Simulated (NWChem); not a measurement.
**One shape, several levels: CH3ClFOSi (SMILES CO[Si](F)Cl)**

Aim: a comparison of 3 runs (UHF/STO-3G, UHF/3-21G, UB3LYP/6-31G*) of CH3ClFOSi. 

The results are computed with NWChem 7.3.0.

### Step 1. The molecule

The species is CH3ClFOSi (8 atoms), meant as a doublet with charge 0. As SMILES, `CO[Si](F)Cl`. The coordinates come from a PBE0-D4/def2-TZVP relaxation. This is one conformer, not always the lowest.

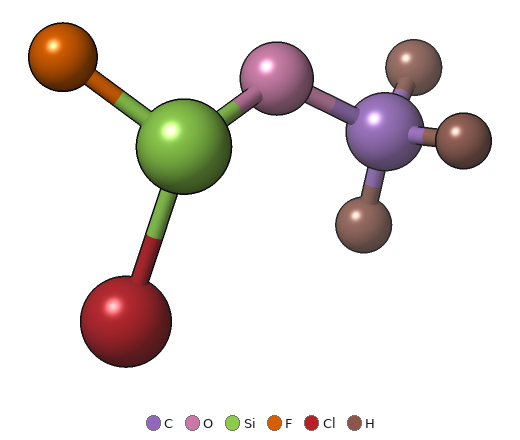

Viewed from a chosen angle; carbon purple, oxygen pink, silicon green, fluorine orange, chlorine red, hydrogen brown.

### Step 2. Energy and forces at UHF/STO-3G (run 1)

The input, test.nw:

```
start test
memory stack 880 mb heap 220 mb global 1100 mb

geometry units au noautosym nocenter noautoz
  C  -0.86568354 -1.04558546  1.84002633
  O   0.52609975 -1.19846431 -0.43766057
  Si  1.96607106  1.08753738 -1.87989955
  F   2.67263966  0.01436192 -4.59184551
  Cl -0.40855879  4.13415384 -2.34023683
  H   0.39117331 -0.77327593  3.45649805
  H  -1.87271859 -2.82703028  2.07227367
  H  -2.23479011  0.50021051  1.77483078
end

basis "ao basis" spherical bse
  * library STO-3G
end

scf
  nopen 1
  uhf
  thresh 1e-08
  maxiter 80
end

task scf gradient
```

The run is started by

```console
$ nwchem test.nw > test.out
```

The log of the run:

```text
[...]
  functions       =    36
[...]
  wavefunction    = UHF
[...]
         Total SCF energy =   -951.274312833981
      One electron energy =  -1911.952413916692
      Two electron energy =    665.047303641074
 Nuclear repulsion energy =    295.630797441637
                       Sz =      0.5000
                 Sz(Sz+1) =      0.7500
                      S^2 =      0.7569
[...]
                         UHF ENERGY GRADIENTS
    atom               coordinates                        gradient
                 x          y          z           x          y          z
   1 C      -0.865684  -1.045585   1.840026   -0.007370  -0.008790   0.009022
   2 O       0.526100  -1.198464  -0.437661    0.011291   0.028315   0.004776
   3 Si      1.966071   1.087537  -1.879900   -0.032888  -0.010900  -0.021587
   4 F       2.672640   0.014362  -4.591846    0.002622   0.008461   0.014979
   5 Cl     -0.408559   4.134154  -2.340237    0.018822  -0.017328   0.005382
   6 H       0.391173  -0.773276   3.456498    0.001700  -0.000699  -0.004917
   7 H      -1.872719  -2.827030   2.072274    0.002652   0.001779  -0.002887
   8 H      -2.234790   0.500211   1.774831    0.003172  -0.000837  -0.004768
[...]
```

Run time: 4.2 s. Hardware: 1 thread of AMD EPYC 9R45 (Zen 5), shared host; peak memory 0.1 GiB.

### Step 3. Energy and gradient at UHF/3-21G (run 2)

The input, ch3clfosi.xyz:

```xyz
8
CH3ClFOSi gradient
C     -0.458100    -0.553300     0.973700
O      0.278400    -0.634200    -0.231600
Si     1.040400     0.575500    -0.994800
F      1.414300     0.007600    -2.429900
Cl    -0.216200     2.187700    -1.238400
H      0.207000    -0.409200     1.829100
H     -0.991000    -1.496000     1.096600
H     -1.182600     0.264700     0.939200
```

The input, run.py:

```python
from ase.io import read
from ase.calculators.nwchem import NWChem

atoms = read('ch3clfosi.xyz')

calc = NWChem(
    label='ch3clfosi',
    theory='scf',
    memory='2200 mb',
    basis='3-21G',
    basispar='spherical bse',
    scf={'nopen': '1', 'uhf': None, 'thresh': '1e-08', 'maxiter': '80'},
)
atoms.calc = calc

forces = atoms.get_forces()
print("Total energy (eV):", round(atoms.get_potential_energy(), 6))
print("forces (eV/A):")
for s, f in zip(atoms.symbols, forces):
    print(f"{s:2s} {f[0]:10.5f} {f[1]:10.5f} {f[2]:10.5f}")
```

The run is started by

```console
$ export ASE_NWCHEM_COMMAND="nwchem PREFIX.nwi > PREFIX.nwo"
$ python run.py
```

The log of the run:

```text
Total energy (eV): -26056.057135
forces (eV/A):
C    -0.80198   -0.38613    1.08686
O    -0.13200   -0.47540   -0.01841
Si    1.71482   -0.53751    0.65661
F     0.40258   -0.45303   -1.30859
Cl   -1.36587    1.75056   -0.24929
H    -0.23731   -0.02232   -0.24040
H     0.19540    0.40819    0.00525
H     0.22430   -0.28436    0.06793
```

The calculator wrote ch3clfosi.nwi:

```
title "ch3clfosi"

permanent_dir ch3clfosi

scratch_dir ch3clfosi

start ch3clfosi

geometry units angstrom nocenter noautosym noautoz
  C  -4.5810000000000001e-01 -5.5330000000000001e-01 9.7370000000000001e-01
  O  2.7839999999999998e-01 -6.3419999999999999e-01 -2.3160000000000000e-01
  Si 1.0404000000000000e+00 5.7550000000000001e-01 -9.9480000000000002e-01
  F  1.4142999999999999e+00 7.6000000000000000e-03 -2.4298999999999999e+00
  Cl -2.1620000000000000e-01 2.1877000000000000e+00 -1.2383999999999999e+00
  H  2.0699999999999999e-01 -4.0920000000000001e-01 1.8290999999999999e+00
  H  -9.9099999999999999e-01 -1.4960000000000000e+00 1.0966000000000000e+00
  H  -1.1826000000000001e+00 2.6469999999999999e-01 9.3920000000000003e-01
end

memory 2200 mb

basis spherical bse noprint
   * library 3-21G
end

scf
  nopen 1
  uhf
  thresh 1e-08
  maxiter 80
end

task scf gradient
```

ch3clfosi.nwo (excerpt; [...] marks lines left out):

```text
[...]
      One electron energy =  -1914.478756783263
[... 1 line left out ...]
 Nuclear repulsion energy =    295.630818692416
[... 51 lines left out ...]
          Final beta eigenvalues
[... 240 lines left out ...]
                     UHF Final Beta Molecular Orbital Analysis
[...]
  wavefunction    =   UHF
                         UHF ENERGY GRADIENTS
    atom               coordinates                        gradient
                 x          y          z           x          y          z
   1 C      -0.865683  -1.045585   1.840026    0.015596   0.007509  -0.021136
   2 O       0.526100  -1.198464  -0.437661    0.002567   0.009245   0.000358
   3 Si      1.966071   1.087537  -1.879899   -0.033348   0.010453  -0.012769
[... 4 lines of this table left out ...]
   8 H      -2.234790   0.500210   1.774831   -0.004362   0.005530  -0.001321
[...]
```

Wall time 5.4 s (1 thread of AMD EPYC 9R45 (Zen 5), shared host); peak memory 0.1 GiB.

### Step 4. Energy and forces at UB3LYP/6-31G(d) (Cartesian functions) (run 3)

The input, run.py:

```python
from ase import Atoms
from ase.calculators.nwchem import NWChem

mol = Atoms('COSiFClHHH', positions=[
    [-0.458100, -0.553300, 0.973700],
    [0.278400, -0.634200, -0.231600],
    [1.040400, 0.575500, -0.994800],
    [1.414300, 0.007600, -2.429900],
    [-0.216200, 2.187700, -1.238400],
    [0.207000, -0.409200, 1.829100],
    [-0.991000, -1.496000, 1.096600],
    [-1.182600, 0.264700, 0.939200],
])

calc = NWChem(
    label='ch3clfosi',
    theory='dft',
    memory='2200 mb',
    basis='6-31G*',
    dft={'xc': 'b3lyp', 'mult': '2', 'grid': 'xfine', 'convergence': 'energy 1e-08', 'iterations': '100', 'mulliken': None},
)
mol.calc = calc

forces = mol.get_forces()
print(f"energy = {mol.get_potential_energy():.6f} eV")
print("forces (eV/A):")
for s, f in zip(mol.symbols, forces):
    print(f"{s:2s} {f[0]:10.5f} {f[1]:10.5f} {f[2]:10.5f}")
```

The run is started by

```console
$ export ASE_NWCHEM_COMMAND="nwchem PREFIX.nwi > PREFIX.nwo"
$ python run.py
```

The log of the run:

```text
energy = -26252.348779 eV
forces (eV/A):
C    -0.16363    0.01208    0.22502
O    -0.14820   -0.53453    0.02237
Si    0.58277    0.28945    0.29125
F     0.16861   -0.23248   -0.60477
Cl   -0.37636    0.48306   -0.07276
H     0.06037    0.00848    0.09390
H    -0.05065   -0.08557    0.02643
H    -0.07292    0.05955    0.01856
```

The calculator wrote ch3clfosi.nwi:

```
title "ch3clfosi"

permanent_dir ch3clfosi

scratch_dir ch3clfosi

start ch3clfosi

geometry units angstrom nocenter noautosym noautoz
  C  -4.5810000000000001e-01 -5.5330000000000001e-01 9.7370000000000001e-01
  O  2.7839999999999998e-01 -6.3419999999999999e-01 -2.3160000000000000e-01
  Si 1.0404000000000000e+00 5.7550000000000001e-01 -9.9480000000000002e-01
  F  1.4142999999999999e+00 7.6000000000000000e-03 -2.4298999999999999e+00
  Cl -2.1620000000000000e-01 2.1877000000000000e+00 -1.2383999999999999e+00
  H  2.0699999999999999e-01 -4.0920000000000001e-01 1.8290999999999999e+00
  H  -9.9099999999999999e-01 -1.4960000000000000e+00 1.0966000000000000e+00
  H  -1.1826000000000001e+00 2.6469999999999999e-01 9.3920000000000003e-01
end

memory 2200 mb

basis noprint
   * library 6-31G*
end

dft
  xc b3lyp
  mult 2
  grid xfine
  convergence energy 1e-08
  iterations 100
  mulliken
end

task dft gradient
```

ch3clfosi.nwo (excerpt; [...] marks lines left out):

```text
[...]
      One electron energy =    -1921.316977422513
[... 2 lines left out ...]
 Nuclear repulsion energy =      295.630818692416
[... 1380 lines left out ...]
          Convergence on energy requested:  1.00D-08
[... 27 lines left out ...]
          Spatial weights used:  Erf1
[...]
  wavefunction    = open shell
                         DFT ENERGY GRADIENTS
    atom               coordinates                        gradient
                 x          y          z           x          y          z
   1 C      -0.865683  -1.045585   1.840026    0.003182  -0.000235  -0.004376
   2 O       0.526100  -1.198464  -0.437661    0.002882   0.010395  -0.000435
   3 Si      1.966071   1.087537  -1.879899   -0.011333  -0.005629  -0.005664
[... 4 lines of this table left out ...]
   8 H      -2.234790   0.500210   1.774831    0.001418  -0.001158  -0.000361
[...]
```

Wall time 52 s (1 thread of AMD EPYC 9R45 (Zen 5), shared host); peak memory 0.15 GiB.

### Step 5. All runs side by side

| run | level | Cartesian functions | iteration cap | energy (Eh) | dipole moment (D) | HOMO energy (eV) | LUMO energy (eV) | wall time |
| --- | --- | --- | --- | --- | --- | --- | --- | --- |
| 1 | UHF/STO-3G | no | 80 | -951.274313 | 3.00 | -7.04 | 4.51 | 4.2 s |
| 2 | UHF/3-21G | no | 80 | -957.542446 | 3.62 | -10.09 | 0.33 | 5.4 s |
| 3 | UB3LYP/6-31G* (Cartesian functions) | yes | 100 | -964.756031 | 2.54 | -6.34 | -3.18 | 52 s |

### Step 6. Outcome

| quantity | value |
| --- | --- |
| run 3: total energy | -964.75603 Eh |
| run 3: dipole moment | 2.54 D |
| run 3: HOMO energy (highest over α and β) | -6.34 eV |
| run 3: LUMO energy (lowest over α and β) | -3.18 eV |
| run 3: ⟨S²⟩ | 0.751 |
| run 3: largest force on an atom | 0.713 eV/Å |

The dipole moment (its size) runs from 2.54 D (UB3LYP/6-31G*) to 3.62 D (UHF/3-21G). The two ends differ in method and basis. In run 1 the basis is minimal, so the values are rough. All runs together took 62 s, the longest 52 s.
